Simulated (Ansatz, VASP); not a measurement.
# Cross-check of InF3 between VASP and Ansatz

Wanted: the spread between two codes on one cell, functional and k mesh.

Program: Ansatz 0.2.0. Level of theory: plane waves, with VASP 6.6.1 beside it; single point at LDA. Results are calculated unless marked as measured.

## 1. The starting structure

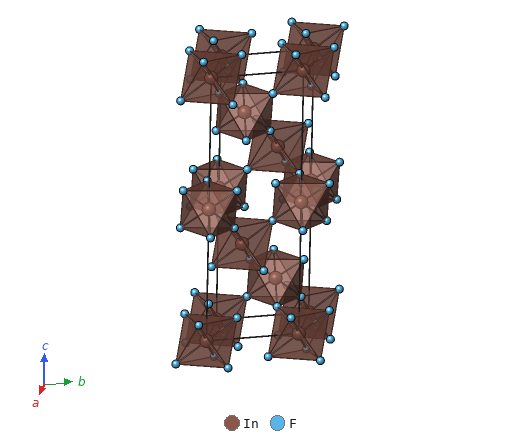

Start, viewed slightly off an axis; indium brown, fluorine blue. This picture shows the conventional cell, with its axes. Some periodic images of atoms are drawn too.

## 2. Ansatz: single point, LDA

Ansatz runs on its default PAW (the set named soft_2) files.

With cell and atoms fixed, the geometry can't cause a difference; cores, projectors, grids and the points listed under the comparison can.

File input.yaml:

```yaml
crystal:
  lattice:
    - [2.70515, 1.5618190807, 4.7925]
    - [-2.70515, 1.5618190807, 4.7925]
    - [0.0, -3.1236381614, 4.7925]
  atoms:
    - { symbol: In, position: [0.0, 0.0, 0.0] }
    - { symbol: In, position: [0.5, 0.5, 0.5] }
    - { symbol: F, position: [0.8584, 0.25, 0.6416] }
    - { symbol: F, position: [0.25, 0.6416, 0.8584] }
    - { symbol: F, position: [0.6416, 0.8584, 0.25] }
    - { symbol: F, position: [0.1416, 0.75, 0.3584] }
    - { symbol: F, position: [0.75, 0.3584, 0.1416] }
    - { symbol: F, position: [0.3584, 0.1416, 0.75] }
hamiltonian:
  xc: lda
  pseudopotentials: { kind: paw }
kpoints:
  mp_grid: { grid: [4, 4, 4] }
scf:
  occupations: { method: gaussian, width: 0.01 }
  n_extra_bands: 6
output:
  forces: true
  stress: true
  eigenvalues: true
```

Launch:

```
$ ansatz run input.yaml --threads 4 --pin off --max-ram 9216MiB --backend cpu --events-out ev --progress --plain --runs-dir out
```

Numbers of over 12 decimals in the logs are rounded to 6 here.

Output:

```text
scf.n_extra_bands = 6 over 34 filled bands (N_el = 68.0): the run solves 40 bands
Engine: ansatz 0.2.0, x86_64-unknown-linux-gnu
Pseudopotentials: kind: paw
Pseudopotential: In, paw, valence charge 13, recommended cutoff 420 eV (normal), In.paw.azcp
Pseudopotential: F, paw, valence charge 7, recommended cutoff 420 eV (normal), F.paw.azcp
Functional definition: SPW92
  exchange = slater_x
  correlation = pw_c
Crystal: 8 atoms, lattice volume = 121.489 Å³
Basis set: ecut = 420 eV, 2351 PW (Γ)
Bands: 40, of which v1, the nominal top of the filled ones, is band 34 counted from 1 (33 counted from 0)
Symmetry: 12 space group operations
Space group: R-3c (ITA 167), of the structure as read, at distance tolerance 5.0e-5 Å
k-points: 13 of 64
Non-local potential: In, projectors of the file, l = 0: 2, l = 1: 2, l = 2: 2, l = 3: 2
Non-local potential: F, projectors of the file, l = 0: 2, l = 1: 2, l = 2: 1
PAW form: soft (Blöchl's): semilocal exchange-correlation on the pseudo side does not see the compensation charge
PAW frozen core: In, regenerated for the run's functional, and the local potential with it (the file was generated under x = pbe(κ = 0.804, μ = 0.219515), c = pbe(β = 0.066725))
PAW frozen core: F, regenerated for the run's functional, and the local potential with it (the file was generated under x = pbe(κ = 0.804, μ = 0.219515), c = pbe(β = 0.066725))
PAW one-centre angular grid: In, 590 points (default); XC on 64 Gauss nodes
PAW one-centre angular grid: F, 110 points (default); XC on 64 Gauss nodes
Initial density: superposition of atomic densities (neutral atoms: chi_scale 0, normalization atom), corrected by the library's trained network
Initial wavefunctions: pseudopotential atomic-orbital guess
Functional: x = slater, c = lda
SCF iter   1: F=—  HF=-15679.953223 eV  |F-HF|=—  |Δ(HF+E_count)|=         —  Δρ=1.94e-2  dr2=3.16e-1  ethr=1.77e-3  ⟨swp⟩=6.3  Hψ=2060  notcnv=0
preconditioner: auto → Resta (q_TF=auto, 2.477 Å⁻¹)  ε∞=3.7  [insulator: Δε(μ)=4.021 eV  Ē_g=17.049 eV  σ=0.010 eV  W_gap=1.00  n_scr=26 (ndim 8)  ℏωp=27.8 eV  f_vac=0.235  D(μ)=0.00/eV (n_scr^D=0)  ε∞_Penn≈3.7]
SCF iter   2: F=—  HF=-15679.859394 eV  |F-HF|=—  |Δ(HF+E_count)|=   9.38e-2  Δρ=4.80e-3  dr2=1.04e-2  ethr=4.64e-4  ⟨swp⟩=2.1  Hψ=888  notcnv=0  defer=18
SCF iter   3: F=—  HF=-15679.856226 eV  |F-HF|=—  |Δ(HF+E_count)|=   3.17e-3  Δρ=1.81e-3  dr2=2.38e-3  ethr=1.53e-5  ⟨swp⟩=2.0  Hψ=926  notcnv=0  defer=18
SCF iter   4: F=—  HF=-15679.855589 eV  |F-HF|=—  |Δ(HF+E_count)|=   6.37e-4  Δρ=5.88e-4  dr2=2.91e-4  ethr=3.50e-6  ⟨swp⟩=2.0  Hψ=528  notcnv=0  defer=18
SCF iter   5: F=—  HF=-15679.855543 eV  |F-HF|=—  |Δ(HF+E_count)|=   4.58e-5  Δρ=8.04e-5  dr2=8.55e-6  ethr=4.27e-7  ⟨swp⟩=2.5  Hψ=743  notcnv=0  defer=18
SCF iter   6: F=—  HF=-15679.855556 eV  |F-HF|=—  |Δ(HF+E_count)|=   1.23e-5  Δρ=1.37e-5  dr2=3.82e-7  ethr=1.26e-8  ⟨swp⟩=2.5  Hψ=691  notcnv=0  defer=18
SCF iter   7: F=-15679.855556 eV  HF=-15679.855556 eV  |F-HF|=8.11e-9  |Δ(HF+E_count)|=   1.22e-7  Δρ=3.02e-6  dr2=1.37e-8  ethr=1.47e-10  ⟨swp⟩=9.5  Hψ=2158  notcnv=0
SCF 1 converged in 7 iterations: F = -15679.855556 eV  dr2 = 1.37e-8
  greatest PAW one-centre occupation: 0.994 electrons in one spin orbital (limit 2), on the In atom at site 1 (counted from 0), in its partial waves of l = 2
SCF converged after 7 iterations
Free energy (F): -15679.855556 eV
Harris-Foulkes:  -15679.855556 eV  (|F-HF|=8.11e-9)
Internal energy: -15679.855556 eV  (E = F + TS)
E sigma→0 (E₀):  -15679.855556 eV
Fermi energy:    2.743695 eV
--- Per-component energies (eV) ---
  E_band       = -445.854801
  E_kinetic    = 1722.367617
  E_local      = -6773.088037  (includes V_loc(G=0)·N_el)
  E_nonlocal   = 1207.399174
  E_hartree    = 2615.361070
  E_xc         = -886.133125
  E_vxc        = -797.615746  (∫ρ·V_xc dr)
  E_paw        = -9173.982486  (= ΣΔE_a)
  E_vpaw       = -1035.658199  (= ΣTr[D̂ρ^β])
  E_aug_tail   = 0.012333  (compensation charges beyond the density's cutoff)
  E_ewald      = -4393.040685
  E_core_change = 1.248583  (= ΣΔE_core)
  E_smearing   = -0.000000  (= −TS)
  E_closure    = -0.000000  (closes the sum)
  Σ components = -15679.855556   (vs F -15679.855556, Δ=0.00e0)
--- Forces (eV/Å), atoms counted from 1 ---
  atom   1  In     0.00000000     0.00000000    -0.00000000
  atom   2  In    -0.00000000    -0.00000000     0.00000000
  atom   3  F      0.03001122     0.05198096     0.00000000
  atom   4  F      0.03001122    -0.05198096     0.00000000
  atom   5  F     -0.06002244    -0.00000000    -0.00000000
  atom   6  F     -0.03001122    -0.05198096    -0.00000000
  atom   7  F     -0.03001122     0.05198096    -0.00000000
  atom   8  F      0.06002244     0.00000000     0.00000000
  max |Σ_I F_I| component: 2.75e-18 eV/Å
--- Stress (GPa, compression-positive) ---
       -0.196236      -0.000000      -0.000000
       -0.000000      -0.196236       0.000000
       -0.000000      -0.000000      -0.587104
  P = ⅓ Tr σ = -0.3265 GPa (-3.265 kbar)
--- Band table (eV; the first three rows and the last of 13) ---
  k-point 0: bands = [... 30 lower, 0.5389, 0.5389, 0.5859, 0.5859, 4.8649, 10.8040, 11.3992, 12.0692, ... 2 higher]
  k-point 1: bands = [... 30 lower, 0.3412, 0.3778, 0.4794, 0.5149, 5.7087, 9.4933, 11.4583, 11.9417, ... 2 higher]
  k-point 2: bands = [... 30 lower, 0.3342, 0.3342, 0.4101, 0.4101, 7.5169, 7.5169, 11.6766, 11.6766, ... 2 higher]
  k-point 12: bands = [... 30 lower, 0.3786, 0.3786, 0.3786, 0.3786, 7.4361, 7.4361, 12.1688, 12.1688, ... 2 higher]
```

Elapsed: 1.7 s, on 4 threads of Intel Xeon Platinum 8488C (Sapphire Rapids), shared host; peak memory 0.49 GiB.

In the SCF lines HF is the Harris–Foulkes energy and dr2 the Hartree energy of the density residual, in eV; the loop may stop once dr2 is under the threshold and the program's other checks hold. Hψ counts applications of the Hamiltonian.

The run ends at a pressure of -0.33 GPa, with forces up to 0.060 eV/Å.

## 3. VASP: single point, LDA

The same cell, functional (in two slightly different forms), mesh and smearing now go to VASP, with its own data sets and cutoff.

Lines of VASP's logs that name or quote its potential files are left out, and so is its time.

File INCAR:

```
SYSTEM = InF3
PREC = Accurate
ENCUT = 520
EDIFF = 1E-07
NELM = 100
ISMEAR = 0
SIGMA = 0.01
LREAL = .FALSE.
ALGO = Normal
GGA = CA
NBANDS = 42
LORBIT = 11
LWAVE = .FALSE.
LCHARG = .FALSE.
KPAR = 4
```

File POSCAR:

```
InF3
1.0
    2.7051500000      1.5618190807      4.7925000000
   -2.7051500000      1.5618190807      4.7925000000
    0.0000000000     -3.1236381614      4.7925000000
In F
2 6
Direct
    0.0000000000      0.0000000000      0.0000000000
    0.5000000000      0.5000000000      0.5000000000
    0.8584000000      0.2500000000      0.6416000000
    0.2500000000      0.6416000000      0.8584000000
    0.6416000000      0.8584000000      0.2500000000
    0.1416000000      0.7500000000      0.3584000000
    0.7500000000      0.3584000000      0.1416000000
    0.3584000000      0.1416000000      0.7500000000
```

File KPOINTS:

```
Automatic mesh
0
Gamma
4 4 4
0 0 0
```

The projector-augmented-wave data sets are In_d and F (PBE family, release 64).

Launch:

```
$ mpirun -np 4 vasp_std
```

Output:

```text
[banner, memory and clock lines left out]
running    4 mpi-ranks, on    1 nodes
 distrk:  each k-point on    1 cores,    4 groups
 distr:  one band on    1 cores,    1 groups

 POSCAR found type information on POSCAR InF
 POSCAR found :  2 types and       8 ions
|                                                                             |
|               ----> ADVICE to this user running VASP <----                  |
|                                                                             |
|     You enforced a specific xc type in the INCAR file but a different       |
|     [... a line on the potential file left out ...]
|     I HOPE YOU KNOW WHAT YOU ARE DOING!                                     |
|                                                                             |

 LDA part: xc-table for (Slater(with rela. corr.)+CA(PZ))
 , standard interpolation
 POSCAR, INCAR and KPOINTS ok, starting setup
 FFT: planning ... GRIDC
 FFT: planning ... GRID_SOFT
 FFT: planning ... GRID
 WAVECAR not read
 entering main loop
       N       E                     dE             d eps       ncg     rms          rms(c)
DAV:   1     0.978175496361E+03    0.97818E+03   -0.33716E+04  1092   0.199E+03
DAV:   2     0.993944083803E+02   -0.87878E+03   -0.83934E+03  1268   0.554E+02
DAV:   3    -0.364107018178E+02   -0.13581E+03   -0.13399E+03  1160   0.232E+02
DAV:   4    -0.440720019382E+02   -0.76613E+01   -0.75834E+01  1384   0.602E+01
DAV:   5    -0.443698740411E+02   -0.29787E+00   -0.29758E+00  1488   0.115E+01    0.159E+01
DAV:   6    -0.406912852397E+02    0.36786E+01   -0.12901E+01  1720   0.477E+01    0.111E+01
DAV:   7    -0.406056349339E+02    0.85650E-01   -0.91566E-01  1352   0.590E+00    0.343E+00
DAV:   8    -0.405408275038E+02    0.64807E-01   -0.68582E-02  1682   0.222E+00    0.121E+00
DAV:   9    -0.405247134057E+02    0.16114E-01   -0.19850E-02  1644   0.216E+00    0.129E-01
DAV:  10    -0.405251932366E+02   -0.47983E-03   -0.55292E-03  1580   0.624E-01    0.183E-01
DAV:  11    -0.405251784573E+02    0.14779E-04   -0.25554E-04  1730   0.164E-01    0.659E-02
DAV:  12    -0.405251783796E+02    0.77614E-07   -0.16136E-05  1362   0.274E-02    0.325E-02
DAV:  13    -0.405251781916E+02    0.18804E-06   -0.23439E-06  1518   0.964E-03    0.748E-03
DAV:  14    -0.405251781961E+02   -0.44729E-08   -0.37580E-08   876   0.259E-03
   1 F= -.40525178E+02 E0= -.40525178E+02  d E =-.229796E-22
```

From OUTCAR (step 3):

```text
ion  position               nearest neighbor table
   1  0.000  0.000  0.000-   4 2.05   7 2.05   6 2.05   3 2.05   5 2.05   8 2.05   2 3.94   2 3.94
                             2 3.94   2 3.94   2 3.94   2 3.94
   2  0.500  0.500  0.500-   3 2.05   6 2.05   4 2.05   7 2.05   5 2.05   8 2.05   1 3.94   1 3.94
                             1 3.94   1 3.94   1 3.94   1 3.94
   3  0.858  0.250  0.642-   2 2.05   1 2.05
   4  0.250  0.642  0.858-   1 2.05   2 2.05
   5  0.642  0.858  0.250-   1 2.05   2 2.05
   6  0.142  0.750  0.358-   2 2.05   1 2.05
   7  0.750  0.358  0.142-   1 2.05   2 2.05
   8  0.358  0.142  0.750-   1 2.05   2 2.05

  LATTYP: Found a trigonal (rhomboedric) cell.
 ALAT       =     5.7205918936
 COS(alpha) =     0.5527701667

 Subroutine GETGRP returns: Found 12 space group operations
 (whereof  6 operations were pure point group operations)

The static configuration has the point symmetry S_6 .
 The point group associated with its full space group is D_3d.

 Found     13 irreducible k-points:

   k-points           NKPTS =     13   k-points in BZ     NKDIM =     13   number of bands    NBANDS=     42

   dimension x,y,z NGX =    48 NGY =   48 NGZ =   48
   dimension x,y,z NGXF=    96 NGYF=   96 NGZF=   96

   ENCUT  =  520.0 eV  38.22 Ry    6.18 a.u.  10.64 10.64 10.64*2*pi/ulx,y,z

   NELECT =      68.0000    total number of electrons

 k-points in reciprocal lattice and weights: Automatic mesh
   0.00000000  0.00000000  0.00000000       0.016
   0.25000000 -0.00000000  0.00000000       0.094
   0.50000000 -0.00000000  0.00000000       0.047
   0.25000000  0.25000000  0.00000000       0.094
   0.50000000  0.25000000  0.00000000       0.188
  -0.25000000  0.25000000  0.00000000       0.094
   0.50000000  0.50000000  0.00000000       0.047
   0.25000000  0.25000000  0.25000000       0.031
   0.50000000  0.25000000  0.25000000       0.094
  -0.25000000  0.25000000  0.25000000       0.094
   0.50000000  0.50000000  0.25000000       0.094
  -0.25000000  0.50000000  0.25000000       0.094
   0.50000000  0.50000000  0.50000000       0.016

 average (electrostatic) potential at core
       1 -98.2823       2 -98.2823       3 -77.3700       4 -77.3700       5 -77.3700
       6 -77.3700       7 -77.3700       8 -77.3700

 E-fermi :  -1.7053

 k-point     1 :       0.0000    0.0000    0.0000
  band No.  band energies     occupation
    ...
     30      -2.1644      2.00000
     31      -1.8566      2.00000
     32      -1.8566      2.00000
     33      -1.8083      2.00000
     34      -1.8083      2.00000
     35       2.4703      0.00000
     36       8.4372      0.00000
     37       8.9821      0.00000
     38       9.6564      0.00000
     39       9.6564      0.00000
    ...

 k-point     2 :       0.2500   -0.0000    0.0000
  band No.  band energies     occupation
    ...
     30      -2.1725      2.00000
     31      -2.0547      2.00000
     32      -2.0178      2.00000
     33      -1.9160      2.00000
     34      -1.8806      2.00000
     35       3.3164      0.00000
     36       7.1111      0.00000
     37       9.0553      0.00000
     38       9.5280      0.00000
     39       9.9471      0.00000
    ...

 k-point     3 :       0.5000   -0.0000    0.0000
  band No.  band energies     occupation
    ...
     30      -2.2264      2.00000
     31      -2.0623      2.00000
     32      -2.0623      2.00000
     33      -1.9861      2.00000
     34      -1.9861      2.00000
     35       5.1287      0.00000
     36       5.1287      0.00000
     37       9.2746      0.00000
     38       9.2746      0.00000
     39      10.4230      0.00000
    ...

  Total        0.2954606      0.2954606      0.0474753     -0.0000000      0.0000000      0.0000000
  in kB        3.8965000      3.8965000      0.6260992     -0.0000000      0.0000000      0.0000000
  external PRESSURE =       2.8063664 kB  Pullay stress =       0.0000000 kB

  energy-cutoff  :      520.00
  volume of cell :      121.49
      direct lattice vectors                 reciprocal lattice vectors
     2.705150000  1.561819081  4.792500000     0.184832634  0.106713171  0.069553121
    -2.705150000  1.561819081  4.792500000    -0.184832634  0.106713171  0.069553121
     0.000000000 -3.123638161  4.792500000     0.000000000 -0.213426342  0.069553121

 POSITION                                       TOTAL-FORCE (eV/Angst)
 -----------------------------------------------------------------------------------
      0.00000      0.00000      0.00000        -0.000000      0.000000      0.000000
      0.00000      0.00000      7.18875        -0.000000      0.000000      0.000000
      1.64581     -0.27301      8.38687         0.052661      0.091211      0.000000
     -1.05934     -1.28881      8.38687         0.052661     -0.091211      0.000000
     -0.58648      1.56182      8.38687        -0.105322      0.000000      0.000000
     -1.64581      0.27301      5.99063        -0.052661     -0.091211      0.000000
      1.05934      1.28881      5.99063        -0.052661      0.091211      0.000000
      0.58648     -1.56182      5.99063         0.105322      0.000000     -0.000000
 -----------------------------------------------------------------------------------
    total drift:                               -0.000000      0.000000     -0.000000

  FREE ENERGIE OF THE ION-ELECTRON SYSTEM (eV)
  ---------------------------------------------------
  free  energy   TOTEN  =       -40.5251781961 eV

  energy  without entropy=      -40.5251781961  energy(sigma->0) =      -40.52517820

 total charge
# of ion       s       p       d       tot
------------------------------------------
    1        0.561   0.637  10.141  11.339
    2        0.561   0.637  10.141  11.339
    3        1.727   4.348   0.000   6.075
    4        1.727   4.348   0.000   6.075
    5        1.727   4.348   0.000   6.075
    6        1.727   4.348   0.000   6.075
    7        1.727   4.348   0.000   6.075
    8        1.727   4.348   0.000   6.075
--------------------------------------------------
tot         11.483  27.361  20.282  59.126

[... 3 further parts left out ...]
```

The run ends at a pressure of 0.28 GPa, with forces up to 0.11 eV/Å.

## 4. Side by side

Known differences besides the PAW data sets themselves: the two LDA forms differ slightly; the cutoff is 420 eV in Ansatz and 520 eV in VASP; Ansatz makes its cores anew for this functional, VASP keeps those of its PBE data sets. Total energies have different zeros and are not compared.

The two programs side by side:

| quantity | Ansatz | VASP | difference |
| --- | --- | --- | --- |
| pressure (GPa) | -0.33 | 0.28 | -0.61 |
| gap on the k mesh (eV) | 4.242 | 4.242 | +0.001 |

Forces (eV/Å; atoms numbered as in POSCAR):

| atom | Ansatz x, y, z | VASP x, y, z |
| --- | --- | --- |
| In1 | 0.000, 0.000, 0.000 | 0.000, 0.000, 0.000 |
| In2 | 0.000, 0.000, 0.000 | 0.000, 0.000, 0.000 |
| F3 | 0.030, 0.052, 0.000 | 0.053, 0.091, 0.000 |
| F4 | 0.030, -0.052, 0.000 | 0.053, -0.091, 0.000 |
| F5 | -0.060, 0.000, 0.000 | -0.105, 0.000, 0.000 |
| F6 | -0.030, -0.052, 0.000 | -0.053, -0.091, 0.000 |
| F7 | -0.030, 0.052, 0.000 | -0.053, 0.091, 0.000 |
| F8 | 0.060, 0.000, 0.000 | 0.105, 0.000, 0.000 |

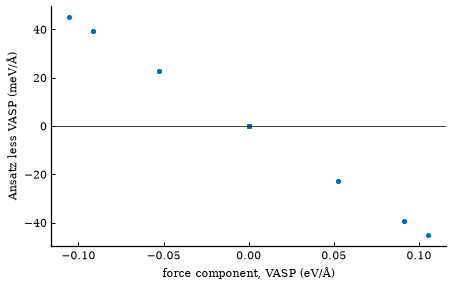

Difference of the force components against their size.

The forces differ by 23 meV/Å r.m.s., which is 43.0 % of the r.m.s. force of 0.05 eV/Å (both taken over all components). Ansatz's pressure holds a Pulay correction of 0.88 GPa; VASP's holds none.

## 5. Looking for the cause

The difference is large enough to ask for its cause, so further runs change the set-up of one program at a time, as the table lists.

| run | r.m.s. force difference (meV/Å) |
| --- | --- |
| as above | 23 |
| cores kept as stored, as VASP does, whose cores stay as stored | 22 |
| Ansatz's larger PAW set (cutoff 1300 eV) | 21 |
| norm-conserving potentials (cutoff 1143 eV) | 31 |

## 6. What came out

* r.m.s. force difference (single point, LDA): 23 meV/Å
* difference in pressure (single point, LDA): -0.61 GPa

**Reading.** The r.m.s. force difference is 23 meV/Å (single point, LDA), beyond the 12 meV/Å picked in this series as the mark of a large difference. For single point, LDA: no further run halves the r.m.s. force difference; only Ansatz's side was varied. How closely two codes agree says nothing of how well the functional describes the real material.

[Lines on the potential files, build, host, timing and source positions are cut from VASP's logs without a mark.]

[Logs are printed without paths, hosts, clocks, repeated set-up lines and the standing remarks that a program may print on its own settings, such as how far it seeks lower states.]

[Hosts, paths, dates, database ids (printed as entryN), source tags and the programs' standing remarks are cut or masked in the printed files.]
